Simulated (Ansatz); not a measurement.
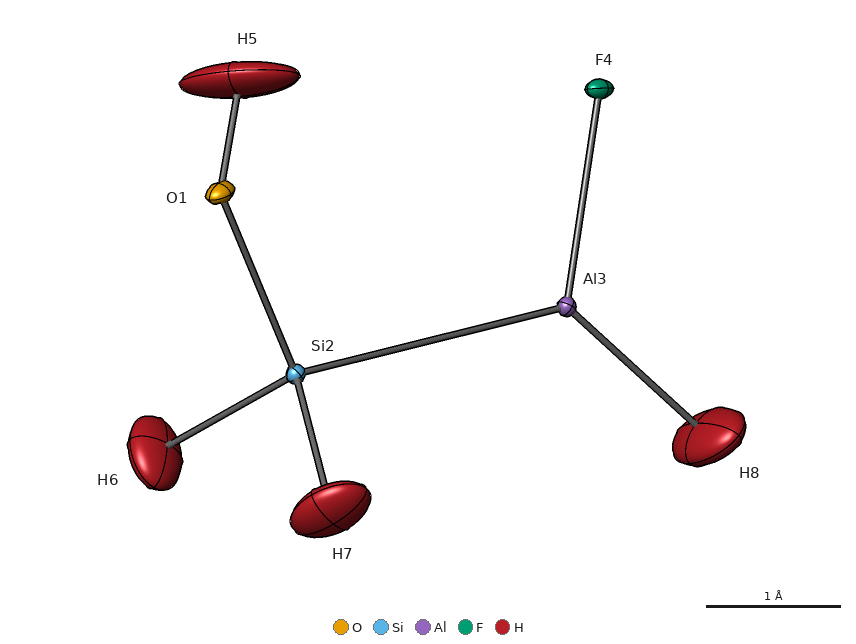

Displacement ellipsoids at the 50 % level, from the internal vibrations of the free molecule (harmonic, no overall translation or rotation; no half-axis is drawn under 0.075 Å). Vibrations computed with RKS PBE0-D4/def2-TZVP (Ansatz 0.2.0). Temperature: 0 K (zero-point motion alone).

List U_eq and the three principal root-mean-square amplitudes for each kind of atom.

```tsv
atom	U_eq (Å²)	rms amplitudes (Å)
O1	0.0041	0.030, 0.065, 0.084
Si2	0.0012	0.023, 0.035, 0.044
Al3	0.0015	0.026, 0.037, 0.051
F4	0.0037	0.028, 0.060, 0.082
H5	0.0426	0.082, 0.174, 0.302
H6	0.0270	0.093, 0.155, 0.220
H7	0.0262	0.093, 0.156, 0.214
H8	0.0359	0.098, 0.171, 0.262
```
